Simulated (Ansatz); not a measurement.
# Run report: C2H5GeN, molecular dynamics

The run: molecular dynamics of C2H5GeN, SMILES C#[C][GeH2][NH2]. Method and program: RKS PBE-d3bj/def2-SVP (Ansatz 0.2.0).

The geometry comes from this level: PBE0-D4/def2-TZVP.

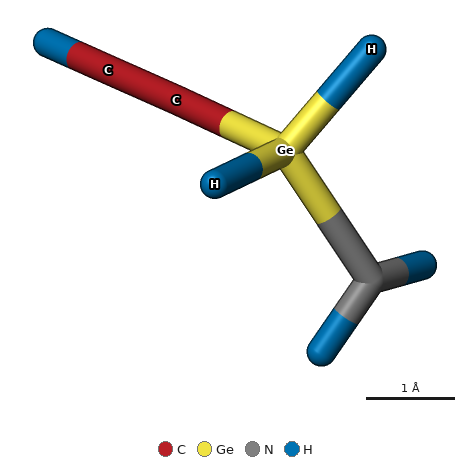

**Figure 1.** The structure as given in the input (stick view, seen at a tilt). Sticks mark near contacts.

## Input file
```yaml
crystal:
  periodic: [false, false, false]
  atoms:
    - {symbol: C, position_ang: [-0.021052, 1.135381, -2.158224]}
    - {symbol: C, position_ang: [0.247091, 0.688245, -1.070476]}
    - {symbol: Ge, position_ang: [0.633408, -0.041815, 0.656602]}
    - {symbol: N, position_ang: [-0.723529, -1.084635, 1.317193]}
    - {symbol: H, position_ang: [-0.255048, 1.532096, -3.119591]}
    - {symbol: H, position_ang: [0.838257, 1.127079, 1.625860]}
    - {symbol: H, position_ang: [1.879201, -0.924223, 0.525859]}
    - {symbol: H, position_ang: [-1.589019, -0.580511, 1.456166]}
    - {symbol: H, position_ang: [-0.920609, -1.897916, 0.749511]}
basis:
  gaussian: {orbitals: def2-SVP}
hamiltonian: {xc: {name: PBE}, dispersion: d3bj}
md: {timestep: 1 fs, n_steps: 20, ensemble: nve, temperature: 700, initial_velocities: maxwell_boltzmann, seed: 399}
```

Launched with:
```bash
ansatz run in.yaml --threads 2 --pin off --events-out ev --progress --plain --max-ram 4352MiB
```

## The program's output
```
Functional definition: PBE
  name "PBE"
  cite "Perdew, Burke & Ernzerhof, Phys. Rev. Lett. 77, 3865 (1996) doi:10.1103/PhysRevLett.77.3865"
  parent pbe
  parameter kappa = 0.804
  parameter beta = 0.06672455060314922
  exchange = pbe_x(kappa = kappa, mu = beta*pi^2/3)
  correlation = pbe_c(beta = beta)
1129 factors; their error is unknown
mean field evaluation 1: about -60126.4881 eV, gradient 7.5e1 eV
mean field evaluation 2: about -60088.3158 eV, gradient 1.4e2 eV
mean field evaluation 4: about -60138.2488 eV, gradient 1.4e1 eV
mean field evaluation 8: about -60138.7098 eV, gradient 1.2e-1 eV
mean field evaluation 16: about -60138.6515 eV, gradient 2.4e-4 eV
mean field -60138.65146195 eV, -2210.0546777847 hartree, gradient 5.7e-5 eV, S^2 0.000000; 0 other end points of the search recorded, 0 dependent functions left out
the calculation of the forces begins
reference -60138.65149817 eV, -2210.0546791158 hartree; 28, 28 occupied and 71, 71 virtual orbitals, 1129 factors
md step     0: t =     0.00 fs  T =   700.0 K  F+E_penalty+E_count = -60138.81555395 eV  E_kin = 0.633374 eV  conserved = -60138.18217996 eV  (27 SCF iters)
these checks for a lower state are left out or cut short: starts, cluster_reference, orbital_swaps, neighbouring_geometries, increment
1129 factors; their error is unknown
mean field -60138.60423302 eV, -2210.0529421536 hartree, gradient 2.1e-5 eV, S^2 0.000000; 0 other end points of the search recorded, 0 dependent functions left out
[... from here on the field's lines of each further geometry are left out, up to the last ...]
md step     1: t =     1.00 fs  T =   655.4 K  F+E_penalty+E_count = -60138.76839294 eV  E_kin = 0.592993 eV  conserved = -60138.17540004 eV  (29 SCF iters, 3 dispersion substeps)
md step     2: t =     2.00 fs  T =   572.2 K  F+E_penalty+E_count = -60138.68814470 eV  E_kin = 0.517751 eV  conserved = -60138.17039374 eV  (29 SCF iters, 3 dispersion substeps)
md step     3: t =     3.00 fs  T =   514.2 K  F+E_penalty+E_count = -60138.64122429 eV  E_kin = 0.465285 eV  conserved = -60138.17593965 eV  (29 SCF iters, 3 dispersion substeps)
md step     4: t =     4.00 fs  T =   427.7 K  F+E_penalty+E_count = -60138.56209240 eV  E_kin = 0.387005 eV  conserved = -60138.17508719 eV  (30 SCF iters, 3 dispersion substeps)
md step     5: t =     5.00 fs  T =   316.5 K  F+E_penalty+E_count = -60138.45576515 eV  E_kin = 0.286407 eV  conserved = -60138.16935808 eV  (31 SCF iters, 3 dispersion substeps)
md step     6: t =     6.00 fs  T =   259.9 K  F+E_penalty+E_count = -60138.40181343 eV  E_kin = 0.235175 eV  conserved = -60138.16663889 eV  (31 SCF iters, 3 dispersion substeps)
md step     7: t =     7.00 fs  T =   301.5 K  F+E_penalty+E_count = -60138.44171663 eV  E_kin = 0.272839 eV  conserved = -60138.16887771 eV  (30 SCF iters, 3 dispersion substeps)
md step     8: t =     8.00 fs  T =   403.2 K  F+E_penalty+E_count = -60138.53996247 eV  E_kin = 0.364827 eV  conserved = -60138.17513585 eV  (31 SCF iters, 3 dispersion substeps)
md step     9: t =     9.00 fs  T =   464.6 K  F+E_penalty+E_count = -60138.60129569 eV  E_kin = 0.420338 eV  conserved = -60138.18095796 eV  (29 SCF iters, 3 dispersion substeps)
md step    10: t =    10.00 fs  T =   411.6 K  F+E_penalty+E_count = -60138.54946866 eV  E_kin = 0.372454 eV  conserved = -60138.17701481 eV  (30 SCF iters, 3 dispersion substeps)
md step    11: t =    11.00 fs  T =   313.3 K  F+E_penalty+E_count = -60138.45128659 eV  E_kin = 0.283493 eV  conserved = -60138.16779328 eV  (30 SCF iters, 3 dispersion substeps)
md step    12: t =    12.00 fs  T =   286.3 K  F+E_penalty+E_count = -60138.43066731 eV  E_kin = 0.259018 eV  conserved = -60138.17164924 eV  (28 SCF iters, 3 dispersion substeps)
md step    13: t =    13.00 fs  T =   298.8 K  F+E_penalty+E_count = -60138.44583740 eV  E_kin = 0.270352 eV  conserved = -60138.17548502 eV  (30 SCF iters, 3 dispersion substeps)
md step    14: t =    14.00 fs  T =   293.6 K  F+E_penalty+E_count = -60138.43794397 eV  E_kin = 0.265635 eV  conserved = -60138.17230893 eV  (30 SCF iters, 3 dispersion substeps)
md step    15: t =    15.00 fs  T =   300.8 K  F+E_penalty+E_count = -60138.44229711 eV  E_kin = 0.272138 eV  conserved = -60138.17015909 eV  (31 SCF iters, 3 dispersion substeps)
md step    16: t =    16.00 fs  T =   352.7 K  F+E_penalty+E_count = -60138.49040444 eV  E_kin = 0.319134 eV  conserved = -60138.17127075 eV  (30 SCF iters, 3 dispersion substeps)
md step    17: t =    17.00 fs  T =   432.5 K  F+E_penalty+E_count = -60138.56567089 eV  E_kin = 0.391359 eV  conserved = -60138.17431193 eV  (31 SCF iters, 3 dispersion substeps)
md step    18: t =    18.00 fs  T =   486.3 K  F+E_penalty+E_count = -60138.61828210 eV  E_kin = 0.440010 eV  conserved = -60138.17827225 eV  (29 SCF iters, 3 dispersion substeps)
md step    19: t =    19.00 fs  T =   455.0 K  F+E_penalty+E_count = -60138.59029460 eV  E_kin = 0.411682 eV  conserved = -60138.17861290 eV  (30 SCF iters, 3 dispersion substeps)
the calculation of the forces begins
reference -60138.32920392 eV, -2210.0428350204 hartree; 28, 28 occupied and 71, 71 virtual orbitals, 1129 factors
1129 factors; their error is unknown
mean field evaluation 192: about -60138.3291 eV, gradient 1.3e-1 eV
mean field -60138.32916774 eV, -2210.0428336910 hartree, gradient 2.4e-5 eV, S^2 0.000000; 1 other end points of the search recorded, 0 dependent functions left out
the calculation of the forces begins
reference -60138.32920392 eV, -2210.0428350204 hartree; 28, 28 occupied and 71, 71 virtual orbitals, 1129 factors
md step    20: t =    20.00 fs  T =   358.0 K  F+E_penalty+E_count = -60138.49295367 eV  E_kin = 0.323913 eV  conserved = -60138.16904060 eV  (29 SCF iters, 3 dispersion substeps)
```

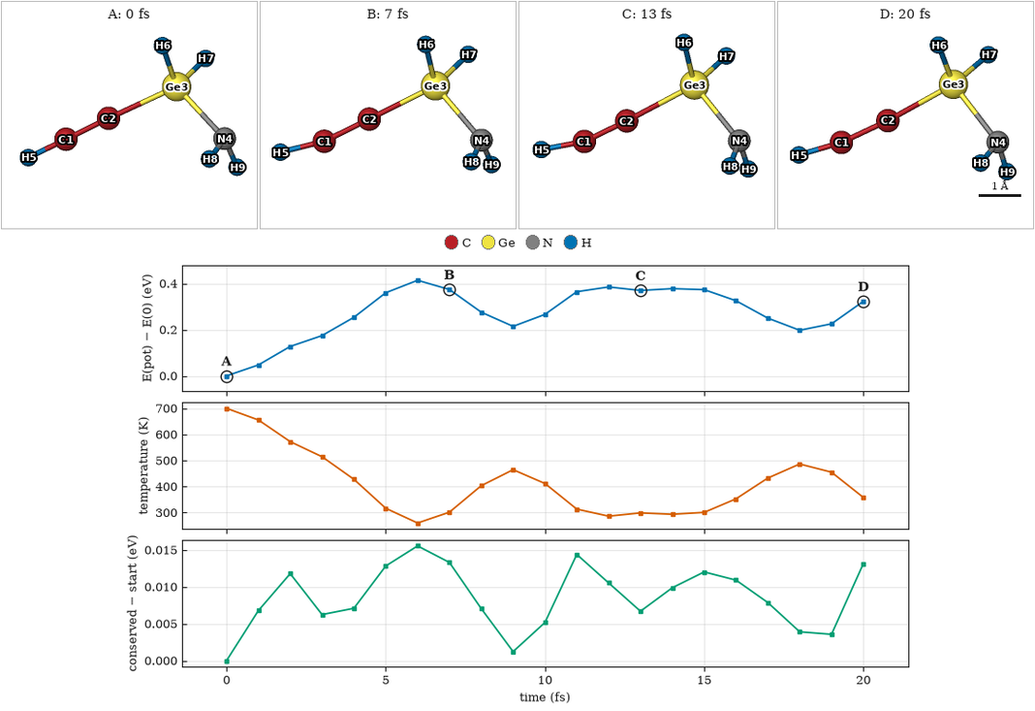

**Figure 2.** Frames of the molecular dynamics (ball-and-stick, seen at a tilt) above the curves, on which the letters mark them. The trajectory kept here has 21 frames over 20 fs. The temperature starts at 700 K, ranges from 260 to 700 K and averages 363 K over the second half. The potential energy ends 0.323 eV above its first value. The conserved quantity stays within 0.016 eV. After an unweighted best fit of the last frame on the first, the root-mean-square displacement is 0.12 Å, and H7 has moved furthest (0.22 Å).

```
Total energy: -60138.49298985 eV, -2210.0488540423 hartree
Atom 0 at    -0.106109     1.135374    -2.188631 Å, force     1.116463    -1.383462     3.543780 eV/Å
Atom 1 at     0.215656     0.590947    -1.078860 Å, force    -0.587938     1.958743    -3.476284 eV/Å
Atom 2 at     0.668572    -0.031661     0.684938 Å, force    -0.196160    -1.990147    -0.881636 eV/Å
Atom 3 at    -0.794018    -1.072622     1.210289 Å, force     0.515575     2.328003     2.142191 eV/Å
Atom 4 at    -0.306218     1.751999    -3.060119 Å, force    -0.111390    -0.267228    -0.065587 eV/Å
Atom 5 at     0.855234     1.123835     1.611080 Å, force     0.057600     0.712285     0.578606 eV/Å
Atom 6 at     1.948282    -1.020148     0.659841 Å, force    -0.752170     0.679565    -0.060443 eV/Å
Atom 7 at    -1.667423    -0.536501     1.310653 Å, force     0.237832     0.230914     0.133452 eV/Å
Atom 8 at    -1.043202    -1.801761     0.622375 Å, force    -0.279812    -2.268672    -1.914078 eV/Å
Dipole moment:    -0.141374     0.113366    -0.088764 e Å
```

## Trajectory as extended XYZ (Å, eV, eV/Å), 11 of the 21 frames kept, from step=0 to step=20
```
9
Properties=species:S:1:pos:R:3:forces:R:3 step=0 time_fs=0.0 energy=-60138.81555 temperature=700.0
C    -0.0211    1.1354   -2.1582   -0.3973   0.6383  -1.5664
C     0.2471    0.6882   -1.0705    0.5266  -0.7712   1.9367
Ge    0.6334   -0.0418    0.6566    0.0210   0.0789  -0.1273
N    -0.7235   -1.0846    1.3172    0.4669  -0.0115   0.4631
H    -0.2550    1.5321   -3.1196   -0.1437   0.2360  -0.5762
H     0.8383    1.1271    1.6259    0.0327   0.1647   0.1659
H     1.8792   -0.9242    0.5259    0.1884  -0.1422   0.0013
H    -1.5890   -0.5805    1.4562   -0.5638   0.3300   0.0803
H    -0.9206   -1.8979    0.7495   -0.1309  -0.5231  -0.3773
9
Properties=species:S:1:pos:R:3:forces:R:3 step=2 time_fs=2.0 energy=-60138.68815 temperature=572.2
C    -0.0346    1.1337   -2.1746    0.3743  -0.3720   1.3255
C     0.2443    0.6710   -1.0544   -0.2915   0.6942  -1.6842
Ge    0.6375   -0.0403    0.6583    0.3980  -0.9145  -0.0280
N    -0.7388   -1.0798    1.3048    0.8785   2.0827   1.8010
H    -0.2429    1.6138   -3.1200   -0.0716  -0.0662  -0.1194
H     0.8294    1.0763    1.6351    0.1654   0.7540   0.5366
H     1.9331   -0.9497    0.5594   -0.5124   0.2948  -0.0071
H    -1.6163   -0.5902    1.4876   -0.1273  -0.0607  -0.1873
H    -0.8380   -1.8479    0.7257   -0.8135  -2.4123  -1.6371
9
Properties=species:S:1:pos:R:3:forces:R:3 step=4 time_fs=4.0 energy=-60138.56209 temperature=427.7
C    -0.0471    1.1310   -2.1870    0.7656  -0.6381   2.5660
C     0.2405    0.6560   -1.0434   -0.7636   1.6307  -3.8768
Ge    0.6418   -0.0392    0.6601    0.5516  -1.1724   0.3296
N    -0.7519   -1.0703    1.2967    0.6075  -0.3658  -0.0310
H    -0.2333    1.6923   -3.1242    0.0518  -0.6043   0.6471
H     0.8266    1.0531    1.6638    0.2010   0.8427   0.5017
H     1.9682   -0.9645    0.5927   -0.8692   0.5007  -0.0498
H    -1.6486   -0.6020    1.5118    0.3157  -0.3880  -0.5029
H    -0.7848   -1.8760    0.6497   -0.8603   0.1944   0.4162
9
Properties=species:S:1:pos:R:3:forces:R:3 step=6 time_fs=6.0 energy=-60138.40181 temperature=259.9
C    -0.0571    1.1263   -2.1914    0.8777  -0.5193   2.7563
C     0.2345    0.6460   -1.0444   -0.7873   1.7987  -4.1721
Ge    0.6464   -0.0387    0.6620    0.3885  -0.6909   0.8594
N    -0.7631   -1.0615    1.2886    0.9234  -2.0139  -1.2800
H    -0.2221    1.7484   -3.1052    0.0441  -0.8541   0.8137
H     0.8312    1.0609    1.7106    0.1219   0.4145   0.0112
H     1.9710   -0.9608    0.6240   -0.8426   0.4597  -0.1083
H    -1.6702   -0.6275    1.5173    0.2181  -0.2772  -0.5678
H    -0.7648   -1.9011    0.5866   -0.9438   1.6824   1.6877
9
Properties=species:S:1:pos:R:3:forces:R:3 step=8 time_fs=8.0 energy=-60138.53996 temperature=403.2
C    -0.0644    1.1199   -2.1871    0.7267  -0.2675   2.1569
C     0.2260    0.6416   -1.0585   -0.3746   1.1774  -2.6410
Ge    0.6512   -0.0385    0.6643   -0.1555   0.1432   1.1763
N    -0.7717   -1.0579    1.2773    1.2783  -1.6351  -0.9664
H    -0.2096    1.7732   -3.0570   -0.0990  -0.5572   0.1968
H     0.8404    1.0843    1.7577    0.0087  -0.0931  -0.5364
H     1.9424   -0.9400    0.6511   -0.4303   0.1697  -0.1665
H    -1.6841   -0.6629    1.5018   -0.1268   0.0917  -0.3861
H    -0.7804   -1.8669    0.5839   -0.8276   0.9708   1.1664
9
Properties=species:S:1:pos:R:3:forces:R:3 step=10 time_fs=10.0 energy=-60138.54947 temperature=411.6
C    -0.0694    1.1128   -2.1761    0.2349   0.3194   0.4325
C     0.2163    0.6409   -1.0808    0.4303  -0.1412   0.4319
Ge    0.6559   -0.0383    0.6673   -1.0322   0.9686   1.0744
N    -0.7770   -1.0584    1.2637    1.1754   0.8415   1.1232
H    -0.2010    1.7776   -3.0022   -0.2775   0.0459  -0.7230
H     0.8500    1.1048    1.7849   -0.0813  -0.3910  -0.8423
H     1.8982   -0.9133    0.6719    0.2982  -0.3292  -0.2068
H    -1.7019   -0.6950    1.4716   -0.1408   0.4356  -0.1435
H    -0.8273   -1.8011    0.6209   -0.6070  -1.7496  -1.1462
9
Properties=species:S:1:pos:R:3:forces:R:3 step=12 time_fs=12.0 energy=-60138.43067 temperature=286.3
C    -0.0737    1.1068   -2.1639   -0.5198   1.5853  -2.4070
C     0.2081    0.6396   -1.1016    1.3562  -1.6375   3.8402
Ge    0.6600   -0.0376    0.6708   -1.7938   1.3736   0.6109
N    -0.7790   -1.0570    1.2528    0.5522   0.9402   1.3282
H    -0.2026    1.7824   -2.9731   -0.3308   0.1747  -0.9475
H     0.8566    1.1110    1.7806   -0.1227  -0.4061  -0.8277
H     1.8652   -0.8990    0.6849    0.9153  -0.7522  -0.2195
H    -1.7242   -0.7107    1.4356    0.2115   0.6281   0.0078
H    -0.8975   -1.7957    0.6193   -0.2682  -1.9061  -1.3853
9
Properties=species:S:1:pos:R:3:forces:R:3 step=14 time_fs=14.0 energy=-60138.43794 temperature=293.6
C    -0.0796    1.1059   -2.1592   -0.8976   2.4681  -3.9182
C     0.2042    0.6333   -1.1105    1.7181  -2.1347   4.9695
Ge    0.6633   -0.0362    0.6747   -1.7880   0.9136  -0.0378
N    -0.7797   -1.0536    1.2451   -0.6310  -1.7705  -0.7252
H    -0.2166    1.7924   -2.9784   -0.2491  -0.2318  -0.4449
H     0.8586    1.1023    1.7453   -0.0988  -0.1244  -0.4922
H     1.8653   -0.9122    0.6895    0.8168  -0.6648  -0.2132
H    -1.7385   -0.7028    1.3997    0.5421   0.6510   0.0477
H    -0.9763   -1.8553    0.5713    0.5875   0.8935   0.8142
9
Properties=species:S:1:pos:R:3:forces:R:3 step=16 time_fs=16.0 energy=-60138.49040 temperature=352.7
C    -0.0882    1.1125   -2.1664   -0.3832   1.6156  -1.9853
C     0.2055    0.6205   -1.1042    1.1175  -1.0086   2.5649
Ge    0.6655   -0.0343    0.6785   -1.1677  -0.3144  -0.6596
N    -0.7820   -1.0547    1.2358   -1.1245  -2.5171  -1.2472
H    -0.2401    1.7942   -3.0013   -0.1708  -0.4496  -0.0931
H     0.8571    1.0895    1.6919   -0.0146   0.3922   0.0782
H     1.8953   -0.9497    0.6860    0.1361  -0.1295  -0.1863
H    -1.7328   -0.6701    1.3656    0.5520   0.6207   0.0929
H    -1.0338   -1.8862    0.5498    1.0552   1.7907   1.4355
9
Properties=species:S:1:pos:R:3:forces:R:3 step=18 time_fs=18.0 energy=-60138.61828 temperature=486.3
C    -0.0980    1.1241   -2.1796    0.5233  -0.1601   1.4084
C     0.2104    0.6046   -1.0900    0.1223   0.7422  -1.0731
Ge    0.6672   -0.0326    0.6820   -0.5672  -1.5428  -1.0009
N    -0.7872   -1.0623    1.2232   -0.6375  -1.1154  -0.2671
H    -0.2703    1.7796   -3.0287   -0.1486  -0.3366  -0.1092
H     0.8550    1.0915    1.6412    0.0691   0.8285   0.5671
H     1.9307   -0.9922    0.6754   -0.4878   0.3987  -0.1312
H    -1.7067   -0.6137    1.3352    0.3307   0.5602   0.1611
H    -1.0525   -1.8532    0.5798    0.7956   0.6252   0.4449
9
Properties=species:S:1:pos:R:3:forces:R:3 step=20 time_fs=20.0 energy=-60138.49295 temperature=358.0
C    -0.1061    1.1354   -2.1886    1.1165  -1.3835   3.5438
C     0.2157    0.5909   -1.0789   -0.5879   1.9587  -3.4763
Ge    0.6686   -0.0317    0.6849   -0.1962  -1.9901  -0.8816
N    -0.7940   -1.0726    1.2103    0.5156   2.3280   2.1422
H    -0.3062    1.7520   -3.0601   -0.1114  -0.2672  -0.0656
H     0.8552    1.1238    1.6111    0.0576   0.7123   0.5786
H     1.9483   -1.0201    0.6598   -0.7522   0.6796  -0.0604
H    -1.6674   -0.5365    1.3107    0.2378   0.2309   0.1335
H    -1.0432   -1.8018    0.6224   -0.2798  -2.2687  -1.9141
```

## Results in brief

```json
{"quantity": "outcome", "value": "finished"}
{"quantity": "mean temperature over the second half", "value": "363 K"}
{"quantity": "trajectory", "value": "20 steps, 20 fs"}
{"quantity": "ensemble", "value": "nve"}
{"quantity": "temperature in the input", "value": "700 K"}
{"quantity": "time step", "value": "1 fs"}
{"quantity": "potential energy (last step)", "value": "−60138.4930 eV"}
{"quantity": "mean-field energy (last step)", "value": "−60138.3292 eV"}
{"quantity": "dispersion energy (last step)", "value": "−0.1638 eV"}
{"quantity": "SCF solution under orbital rotations (last step)", "value": "stable"}
{"quantity": "largest force (length of the vector) (last step)", "value": "4.033 eV/Å"}
{"quantity": "dipole moment (last step)", "value": "0.97 D"}
{"quantity": "hardware", "value": "2 threads of Arm Neoverse V2, 23 GiB of memory available, shared host"}
{"quantity": "wall time", "value": "26 s (CPU time 50 s)"}
{"quantity": "peak memory", "value": "0.13 GiB"}
```

## Remarks

So short a trajectory is not equilibrated.
